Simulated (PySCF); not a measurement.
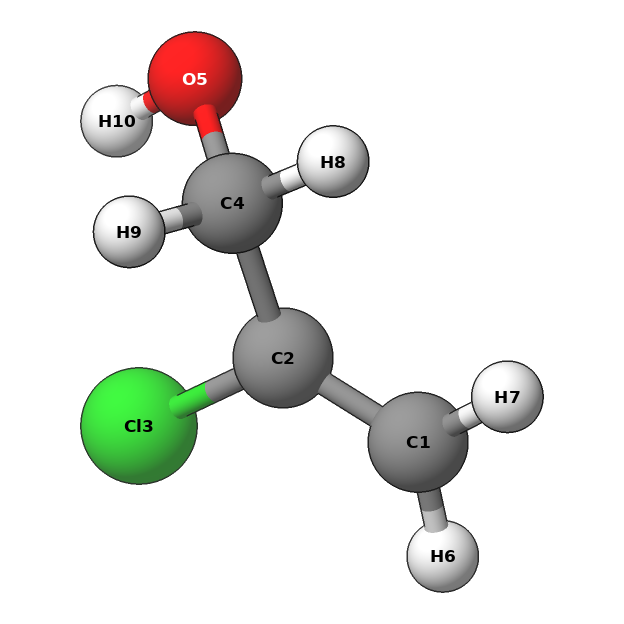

The computed structure is the end point of a PBE0-D3(BJ)/def2-SVP optimisation. No frequency run is at hand to confirm it as a minimum. Level of theory: delta-SCF UKS SCAN, pcX-2 on the ionised atom, pcseg-1 elsewhere, spin-free X2C (PySCF 2.14.0).

Give the core-electron binding energies (to vacuum; p and d levels without spin–orbit splitting) of C1 1s, C2 1s, Cl3 1s, Cl3 2p, C4 1s, O5 1s.

```json
{"atom": "C1", "level": "1s", "binding energy (eV)": "290.7"}
{"atom": "C2", "level": "1s", "binding energy (eV)": "292.3"}
{"atom": "Cl3", "level": "1s", "binding energy (eV)": "2829.1"}
{"atom": "Cl3", "level": "2p", "binding energy (eV)": "207.1"}
{"atom": "C4", "level": "1s", "binding energy (eV)": "292.8"}
{"atom": "O5", "level": "1s", "binding energy (eV)": "539.0"}
```
